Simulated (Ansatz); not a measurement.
**singlet [SiH3O2]+: levels of theory compared**

We compute a comparison of 5 runs (HF/def2-TZVP, B3LYP/6-31G*, SVWN5/def2-TZVP, revPBE/def2-TZVP, MP2/def2-TZVP) of singlet [SiH3O2]+. 

The results are computed with Ansatz 0.2.0.

24 further runs of the same task are left out: 24 set aside as unsound or not needed. Runs told in other sessions of the task aren't counted.

## (1) The system as given

[SiH3O2]+: 6 atoms, total charge +1, spin state singlet. SMILES of the parent species: `O[SiH]O`. The shape is that of a PBE0-D4/def2-TZVP optimisation. This is one conformer, not always the lowest. That shape belongs to the parent species and isn't relaxed for this state.

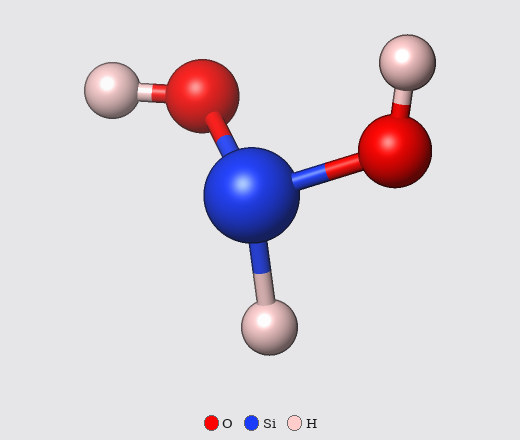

The structure, seen from a chosen angle (oxygen red, silicon blue, hydrogen pink).

## (2) A single-point energy at HF/def2-TZVP (run 1)

The input, input.yaml:

```yaml
crystal:
  periodic: [false, false, false]
  atoms:
    - {symbol: O, position_ang: [-1.186200, -0.443400, -0.202500]}
    - {symbol: Si, position_ang: [0.358900, 0.083300, -0.457100]}
    - {symbol: O, position_ang: [1.071000, 0.255000, 1.010900]}
    - {symbol: H, position_ang: [-1.625300, -0.879000, -0.934700]}
    - {symbol: H, position_ang: [0.393800, 1.459300, -1.043800]}
    - {symbol: H, position_ang: [0.987700, -0.475200, 1.627200]}
basis:
  gaussian: {orbitals: def2-TZVP}
total_charge: 1
hamiltonian: {xc: hf}
accuracy: high
output: {orbitals: {seedname: orbitals}}
```

Run with:

```bash
$ ansatz run input.yaml --threads 1 --pin off --max-ram 2610MiB --events-out events.jsonl --progress --plain --runs-dir runs
```

Log:

```text
Warning: RAYON_NUM_THREADS=1 ignored (pool sized by the plan → 1); use --threads N
Functional definition: HF
  name "HF"
  exchange = exact_x
  correlation = 0
2060 factors; integrals over basis functions are off by at most 3.5e-9 eV
mean field evaluation 1: about -11969.6415 eV, gradient 7.7e1 eV
mean field evaluation 2: about -11969.6497 eV, gradient 7.7e1 eV
mean field evaluation 4: about -11979.5381 eV, gradient 3.6e0 eV
mean field evaluation 8: about -11979.5875 eV, gradient 1.4e-1 eV
mean field evaluation 16: about -11979.5876 eV, gradient 1.6e-8 eV
mean field -11979.58758967 eV, -440.2417238644 hartree, gradient 1.6e-8 eV, S^2 0.000000; 0 other end points of the search recorded, 0 dependent functions left out
reference -11979.58758967 eV, -440.2417238644 hartree; 16, 16 occupied and 101, 101 virtual orbitals, 2060 factors
Total energy: -11979.58758967 eV, -440.2417238644 hartree
```

Wall time 4.5 s (1 thread of Arm Neoverse V1, shared host); peak memory 0.3 GiB.

## (3) The energy at B3LYP/6-31G(d) (spherical functions) (run 2)

input.yaml: that of step 2 with these lines changed.

```diff
@@ -1 +1,4 @@
+basis:
+  gaussian:
+    orbitals: 6-31G_st_-spherical.json
 crystal:
@@ -9,7 +12,7 @@
     - {symbol: H, position_ang: [0.987700, -0.475200, 1.627200]}
-basis:
-  gaussian: {orbitals: def2-TZVP}
+output:
+  orbitals: {seedname: orbitals}
+accuracy: high
 total_charge: 1
-hamiltonian: {xc: hf}
-accuracy: high
-output: {orbitals: {seedname: orbitals}}
+hamiltonian:
+  xc: {name: B3LYP}
```

The basis set 6-31G* is read from a file made from the Basis Set Exchange's data (not shown).

Run with:

```bash
$ ansatz run input.yaml --threads 1 --pin off --max-ram 2610MiB --events-out events.jsonl --progress --plain --runs-dir runs
```

Log:

```text
Warning: RAYON_NUM_THREADS=1 ignored (pool sized by the plan → 1); use --threads N
Functional definition: B3LYP
  name "B3LYP"
  parameter a0 = 0.2
  parameter ax = 0.72
  parameter ac = 0.81
  exchange = (1 - a0 - ax)*slater_x + ax*b88_x + a0*exact_x
  correlation = (1 - ac)*vwn_rpa_c + ac*lyp_c
1107 factors; integrals over basis functions are off by at most 3.8e-9 eV
mean field evaluation 1: about -11991.5993 eV, gradient 1.1e2 eV
mean field evaluation 2: about -11899.3318 eV, gradient 2.1e2 eV
mean field evaluation 4: about -12011.8395 eV, gradient 2.2e1 eV
mean field evaluation 8: about -12012.7836 eV, gradient 2.4e-1 eV
mean field evaluation 16: about -12012.7837 eV, gradient 7.5e-6 eV
mean field -12012.78371969 eV, -441.4616591414 hartree, gradient 8.0e-9 eV, S^2 0.000000; 0 other end points of the search recorded, 0 dependent functions left out
reference -12012.78375163 eV, -441.4616603151 hartree; 16, 16 occupied and 36, 36 virtual orbitals, 1107 factors
Total energy: -12012.78375163 eV, -441.4616603151 hartree
```

Wall time 3 s (1 thread of Arm Neoverse V1, shared host); peak memory 0.14 GiB.

## (4) A single-point energy at SVWN5/def2-TZVP (run 3)

The input, run.yaml:

```yaml
crystal:
  periodic: [false, false, false]
  atoms:
    - {symbol: O, position_ang: [-1.186200, -0.443400, -0.202500]}
    - {symbol: Si, position_ang: [0.358900, 0.083300, -0.457100]}
    - {symbol: O, position_ang: [1.071000, 0.255000, 1.010900]}
    - {symbol: H, position_ang: [-1.625300, -0.879000, -0.934700]}
    - {symbol: H, position_ang: [0.393800, 1.459300, -1.043800]}
    - {symbol: H, position_ang: [0.987700, -0.475200, 1.627200]}
basis:
  gaussian:
    orbitals: def2-TZVP
total_charge: 1
hamiltonian:
  xc: {name: SVWN5}
accuracy: high
output: {orbitals: {seedname: orbitals}}
```

Run with:

```bash
$ ansatz run run.yaml --threads 1 --pin off --max-ram 2610MiB --events-out events.jsonl --progress --plain --runs-dir runs
```

Log:

```text
Warning: RAYON_NUM_THREADS=1 ignored (pool sized by the plan → 1); use --threads N
Functional definition: SVWN5
  name "SVWN5"
  exchange = slater_x
  correlation = vwn5_c
2060 factors; integrals over basis functions are off by at most 3.5e-9 eV
mean field evaluation 1: about -11926.6385 eV, gradient 1.3e2 eV
mean field evaluation 2: about -11723.4020 eV, gradient 2.9e2 eV
mean field evaluation 4: about -11952.6257 eV, gradient 3.2e1 eV
mean field evaluation 8: about -11954.8320 eV, gradient 3.3e-1 eV
mean field evaluation 16: about -11954.8231 eV, gradient 8.5e-5 eV
mean field -11954.82314160 eV, -439.3316471838 hartree, gradient 7.5e-8 eV, S^2 0.000000; 0 other end points of the search recorded, 0 dependent functions left out
reference -11954.82314476 eV, -439.3316472997 hartree; 16, 16 occupied and 101, 101 virtual orbitals, 2060 factors
Total energy: -11954.82314476 eV, -439.3316472997 hartree
```

It took 5.1 s on 1 thread of Arm Neoverse V1, shared host; peak memory 0.28 GiB.

Run 4 isn't shown in full; the table further down has it.

## (5) The energy at MP2/def2-TZVP (run 5)

The input, job.yaml:

```yaml
crystal:
  periodic: [false, false, false]
  atoms:
    - {symbol: O, position_ang: [-1.186200, -0.443400, -0.202500]}
    - {symbol: Si, position_ang: [0.358900, 0.083300, -0.457100]}
    - {symbol: O, position_ang: [1.071000, 0.255000, 1.010900]}
    - {symbol: H, position_ang: [-1.625300, -0.879000, -0.934700]}
    - {symbol: H, position_ang: [0.393800, 1.459300, -1.043800]}
    - {symbol: H, position_ang: [0.987700, -0.475200, 1.627200]}
basis:
  gaussian:
    orbitals: def2-TZVP
accuracy: high
total_charge: 1
correlation:
  method: mp2
  frozen_orbitals: {H: 0, O: 1, Si: 5}
```

Run with:

```bash
$ ansatz run job.yaml --threads 1 --pin off --max-ram 2610MiB --events-out events.jsonl --progress --plain --runs-dir runs
```

Log:

```text
Warning: RAYON_NUM_THREADS=1 ignored (pool sized by the plan → 1); use --threads N
[... 4 set-up lines as earlier in the session ...]
2060 factors; integrals over basis functions are off by at most 3.5e-9 eV
mean field evaluation 1: about -11969.6415 eV, gradient 7.7e1 eV
mean field evaluation 2: about -11969.6497 eV, gradient 7.7e1 eV
mean field evaluation 4: about -11979.5381 eV, gradient 3.6e0 eV
mean field evaluation 8: about -11979.5875 eV, gradient 1.4e-1 eV
mean field evaluation 16: about -11979.5876 eV, gradient 1.6e-8 eV
mean field -11979.58758967 eV, -440.2417238644 hartree, gradient 1.6e-8 eV, S^2 0.000000; 0 other end points of the search recorded, 0 dependent functions left out
7 core orbitals not correlated: weight in the atoms' cores, before any rotation towards them, 1.000 or more for the frozen orbitals, at most 0.000 for the correlated occupied ones
reference -11979.58758967 eV, -440.2417238644 hartree; 9, 9 occupied and 101, 101 virtual orbitals, 2060 factors
second order -15.77461872 eV of doubles, -0.00000000 eV of singles
Total energy: -11995.36220840 eV, -440.8214304101 hartree
```

It took 5.1 s on 1 thread of Arm Neoverse V1, shared host; peak memory 0.29 GiB.

## (6) All runs side by side

```
run                               level  frozen core orbitals  energy (Eh)  HOMO energy (eV)  LUMO energy (eV)  HOMO–LUMO gap (eV)  wall time
  1                        HF/def2-TZVP                     –  -440.241724            -20.42             -7.22               13.20      4.5 s
  2  B3LYP/6-31G* (spherical functions)                     –  -441.461660            -15.87            -10.62                5.24        3 s
  3                     SVWN5/def2-TZVP                     –  -439.331647            -14.85            -11.39                3.46      5.1 s
  4                    revPBE/def2-TZVP                     –  -441.460442            -14.63            -11.16                3.46      7.5 s
  5                       MP2/def2-TZVP                     7  -440.821430                 –                 –                   –      5.1 s
```

## (7) What came out

| quantity | value |
| --- | --- |
| run 5: total energy | -440.82143 Eh |
| run 5: correlation energy (7 core orbitals frozen) | -579.7 mEh |

**Reading.** Over runs 1, 2, 3, 4 the HOMO–LUMO gap runs from 3.46 eV (revPBE/def2-TZVP) to 13.20 eV (HF/def2-TZVP). Exact exchange widens orbital gaps. Totals of different functionals can't be ranked against each other. All runs together took 25 s, the longest 7.5 s.
